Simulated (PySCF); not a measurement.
Breaking a bond: IF, singlet.

Levels of theory: RHF/def2-SVP, def2 effective core potentials past Kr (PySCF); UHF/def2-SVP, def2 effective core potentials past Kr (PySCF); UKS-BLYP = unrestricted BLYP/def2-SVP, def2 effective core potentials past Kr run with PySCF.

Energies are in kcal/mol, each relative to the lowest point of its own curve near equilibrium.

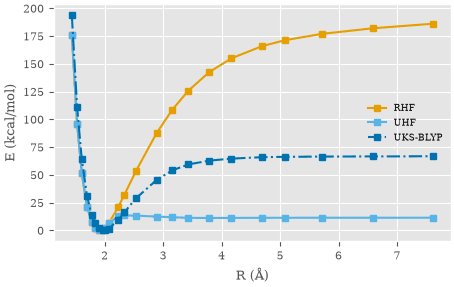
Figure: Energy against bond length for each method.

```tsv
R / Å	RHF	UHF	UKS-BLYP
1.44	176.4	176.4	193.9
1.53	96.3	96.3	111.4
1.61	51.6	51.6	64.2
1.70	21.5	21.5	31.1
1.78	7.2	7.2	13.8
1.83	2.5	2.5	7.2
1.90	0.0	0.0	1.9
1.98	1.3	1.3	0.0
2.00	2.2	2.2	0.0
2.07	6.4	6.4	1.4
2.23	20.7	12.7	9.3
2.34	32.3	13.5	16.4
2.54	53.9	13.4	29.1
2.89	87.7	12.5	45.5
3.16	108.9	11.9	54.2
3.43	125.8	11.4	59.5
3.79	142.6	11.2	62.9
4.17	155.0	11.3	64.7
4.69	166.0	11.4	66.0
5.09	171.4	11.4	66.3
5.72	177.1	11.5	66.5
6.59	182.1	11.5	66.7
7.61	186.2	11.5	66.8
```

At the longest distance, 7.61 Å, RHF lies highest above its minimum (186.2 kcal/mol) and UHF lowest (11.5 kcal/mol).

The restricted form behind RHF keeps the bonding electrons paired and can't separate into open-shell fragments. The unrestricted determinant behind UHF is spin-contaminated at 2.23 to 7.61 Å (<S²> up to 1.0, against 0.00 for a pure singlet). The unrestricted determinant behind UKS-BLYP is spin-contaminated at 2.54 to 7.61 Å (<S²> up to 1.0, against 0.00 for a pure singlet). At the longest distance UKS-BLYP leaves fractional charges on the fragments, a sign of delocalisation error or of the restricted form.
